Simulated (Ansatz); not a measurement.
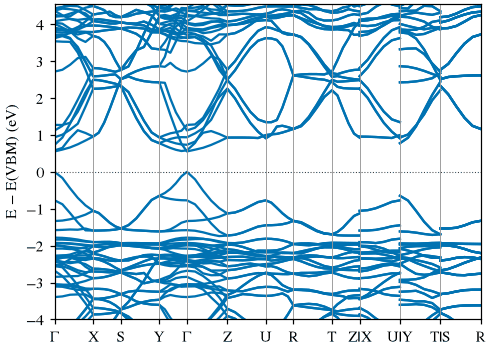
*Band structure from plane-wave PAW PBEsol (Ansatz code)*

Task: Read off the gap and where the band edges lie.

Result: About 0.6 eV (0.55 eV by a search for the band edges); maximum at Γ, minimum at Γ.

The material is CsSnI3 in space group Pnma (No. 62; Cs on 4c, Sn on 4a, I on 4c, I on 8d).

The PBEsol relaxation kept the symmetry of its start. Spin–orbit coupling is left out wherever it is not named.

Potentials: the later of the program's two PAW sets.
